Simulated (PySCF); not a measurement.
# SiH2O (oxosilane) at 6 levels

We compute a comparison of 6 runs (B3LYP/6-31G*, PBE0/def2-SVP, SVWN5/cc-pVDZ, B3LYP/def2-SVPD, PBE0/def2-SVPD, MP2/pcseg-1) of SiH2O (oxosilane). 

The calculation is run with PySCF 2.14.0.

1 further run of the same task is left out (set aside as unsound or not needed).

### Step 1. The system as given

SiH2O: 4 atoms, total charge 0, spin state singlet. SMILES: `O=[SiH2]`. The shape is that of a PBE0-D4/def2-TZVP optimisation.

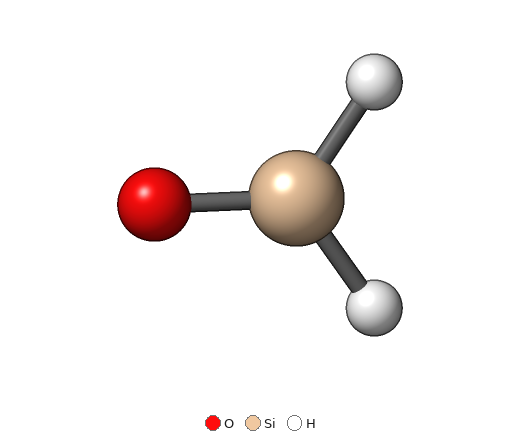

The structure, seen from a chosen angle (oxygen red, silicon light orange, hydrogen white).

### Step 2. Energy and forces at B3LYP/6-31G(d) (spherical functions) (run 1)

Contents of calc.py:

```python
# O=[SiH2]
from pyscf import gto, dft

system = gto.M(
    atom=[
    ('O', (-0.283200, 0.413500, 1.469500)),
    ('Si', (-0.006700, 0.009800, 0.034900)),
    ('H', (0.439900, -1.346000, -0.376200)),
    ('H', (-0.150000, 0.922700, -1.128300)),
],
    basis='6-31g*',
    spin=0,
    verbose=4,
    max_memory=1860,
    charge=0,
)

myscf = dft.RKS(system)
myscf.xc = 'b3lyp'
myscf.grids.level = 5
myscf.conv_tol = 1e-10
myscf.kernel()
if not myscf.converged:
    myscf = myscf.newton().run(myscf.mo_coeff, myscf.mo_occ)

etot = myscf.e_tot
print('E = %.10f Eh' % etot)
grad = myscf.nuc_grad_method().kernel()
myscf.analyze()
```

Launch:

```console
$ OMP_NUM_THREADS=1 python calc.py
```

The log of the run:

```text
PySCF version 2.14.0

[... 72 lines left out ...]
converged SCF energy = -365.893878660755
[... 18 lines left out ...]
DFT Exchange-Correlation Energy =      -30.278086920953896
[... 7 lines left out ...]
MO #6   energy= -3.67714367136599  occ= 2
[... 5 lines left out ...]
MO #12  energy= -0.286360176164431 occ= 2
[... 5 lines left out ...]
MO #18  energy= 0.218837060379     occ= 0
[... 5 lines left out ...]
MO #24  energy= 0.652698258794821  occ= 0
[... 5 lines left out ...]
MO #30  energy= 1.16610585413698   occ= 0
[... 5 lines left out ...]
MO #36  energy= 2.76100665406853   occ= 0
[... 43 lines left out ...]
Dipole moment(X, Y, Z, Debye):  0.61885, -0.90357, -3.21031
```

It took 14 s on 1 thread of Intel Xeon at 2.50GHz (Skylake/Cascade Lake), shared host; peak memory 0.41 GiB.

### Step 3. Energy and forces at PBE0/def2-SVP (run 2)

Contents of calc.py:

```python
import pyscf.grad
from pyscf import gto, dft

mol = gto.M(
    atom='''
O     -0.535170     0.781402     2.776953
Si    -0.012661     0.018519     0.065951
H      0.831291    -2.543571    -0.710915
H     -0.283459     1.743650    -2.132178
''',
    max_memory=1860,
    unit='bohr',
    basis='def2-svp',
    verbose=4,
)

mf = dft.RKS(mol, xc='pbe0')
mf.grids.level = 5
mf.conv_tol = 1e-10
mf.kernel()
if not mf.converged:
    mf = mf.newton().run(mf.mo_coeff, mf.mo_occ)

energy = mf.e_tot
print('Final energy', energy)
grad = mf.Gradients().kernel()
mf.analyze()
```

Launch:

```console
$ OMP_NUM_THREADS=1 python calc.py
```

The log of the run:

```text
PySCF version 2.14.0

[... 70 lines left out ...]
Final energy -365.5321609656443
[... 17 lines left out ...]
DFT Exchange-Correlation Energy =      -30.027989599809178
[... 7 lines left out ...]
MO #6   energy= -3.71155049170807  occ= 2
[... 5 lines left out ...]
MO #12  energy= -0.29864550426497  occ= 2
[... 5 lines left out ...]
MO #18  energy= 0.309639137818346  occ= 0
[... 5 lines left out ...]
MO #24  energy= 0.522699068138571  occ= 0
[... 5 lines left out ...]
MO #30  energy= 1.11372883202677   occ= 0
[... 5 lines left out ...]
MO #36  energy= 2.00216940324642   occ= 0
[... 5 lines left out ...]
MO #42  energy= 3.30046602950983   occ= 0
[... 49 lines left out ...]
Dipole moment(X, Y, Z, Debye):  0.61595, -0.89932, -3.19525
```

Wall time 15 s (1 thread of Intel Xeon at 2.50GHz (Skylake/Cascade Lake), shared host); peak memory 0.45 GiB.

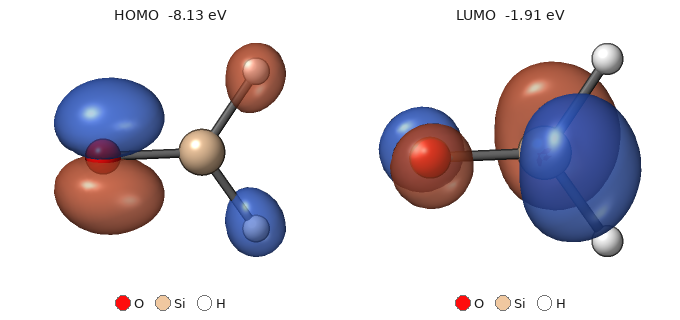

Frontier orbitals of this run, surfaces at ±0.2 Å^-3/2.

Runs 3 to 5 aren't shown in full; the table further down has their settings and results.

### Step 4. Energy and gradient at MP2/pcseg-1 (run 6)

Contents of run.py:

```python
import pyscf.grad
from pyscf import gto, mp

mol = gto.Mole()
mol.atom = [
    ('O', (-0.283200, 0.413500, 1.469500)),
    ('Si', (-0.006700, 0.009800, 0.034900)),
    ('H', (0.439900, -1.346000, -0.376200)),
    ('H', (-0.150000, 0.922700, -1.128300)),
]
mol.charge = 0
mol.max_memory = 1860
mol.basis = 'pcseg-1'
mol.verbose = 4
mol.spin = 0
mol.build()

mf = mol.RHF()
mf.conv_tol = 1e-10
mf.kernel()
if not mf.converged:
    mf = mf.newton().run(mf.mo_coeff, mf.mo_occ)

pt = mp.MP2(mf, frozen=6).run()
energy = pt.e_tot
print('E = %.10f Eh' % energy)
grad = pt.Gradients().kernel()
mf.analyze()
```

Launch:

```console
$ OMP_NUM_THREADS=1 python run.py
```

The log of the run:

```text
PySCF version 2.14.0

[... 58 lines left out ...]
converged SCF energy = -364.888630469227
[... 22 lines left out ...]
DFT Exchange-Correlation Energy =      -29.295300126077535
[... 7 lines left out ...]
MO #6   energy= -4.29118571699828  occ= 2
[... 5 lines left out ...]
MO #12  energy= -0.443152280088328 occ= 2
[... 5 lines left out ...]
MO #18  energy= 0.306445299796568  occ= 0
[... 5 lines left out ...]
MO #24  energy= 0.84952455009194   occ= 0
[... 5 lines left out ...]
MO #30  energy= 1.44334966852146   occ= 0
[... 5 lines left out ...]
MO #36  energy= 2.54045870951654   occ= 0
[... 5 lines left out ...]
MO #42  energy= 3.36660166254279   occ= 0
[... 49 lines left out ...]
Dipole moment(X, Y, Z, Debye):  0.81739, -1.19339, -4.24022
```

It took 4.5 s on 1 thread of Intel Xeon at 2.50GHz (Skylake/Cascade Lake), shared host; peak memory 0.16 GiB.

### Step 5. Overview of the runs

| run | level | integration grid | frozen core orbitals | energy (Eh) | dipole moment (D) of the reference | HOMO energy (eV) | LUMO energy (eV) | wall time |
| --- | --- | --- | --- | --- | --- | --- | --- | --- |
| 1 | B3LYP/6-31G* (spherical functions) | 5 | – | -365.893879 | 3.39 | -7.79 | -2.04 | 14 s |
| 2 | PBE0/def2-SVP | 5 | – | -365.532161 | 3.38 | -8.13 | -1.91 | 15 s |
| 3 | SVWN5/cc-pVDZ | 5 | – | -364.174537 | 3.10 | -6.62 | -3.02 | 10 s |
| 4 | B3LYP/def2-SVPD | 5 | – | -365.774451 | 3.80 | -8.10 | -2.52 | 21 s |
| 5 | PBE0/def2-SVPD | 5 | – | -365.543305 | 3.82 | -8.35 | -2.29 | 19 s |
| 6 | MP2/pcseg-1 | – | 6 | -365.174146 | 4.48 | -12.06 | 1.09 | 4.5 s |

### Step 6. Results

| quantity | value |
| --- | --- |
| run 6: total energy | -365.17415 Eh |
| run 6: dipole moment (Hartree–Fock density) | 4.48 D |
| run 6: HOMO energy (Hartree–Fock orbitals) | -12.06 eV |
| run 6: LUMO energy (Hartree–Fock orbitals) | 1.09 eV |
| run 6: HOMO–LUMO gap (Hartree–Fock orbitals) | 13.15 eV |
| run 6: correlation energy (6 core orbitals frozen) | -285.5 mEh |
| run 6: largest force on an atom | 1.880 eV/Å |

In words: Over runs 1, 2, 3, 4, 5 the dipole moment (its size) runs from 3.10 D (SVWN5/cc-pVDZ) to 3.82 D (PBE0/def2-SVPD). The two ends differ in method and basis. Over runs 1, 2, 3, 4, 5 the HOMO–LUMO gap runs from 3.60 eV (SVWN5/cc-pVDZ) to 6.21 eV (PBE0/def2-SVP). Totals of different functionals can't be ranked against each other. All runs together took 84 s, the longest 21 s.
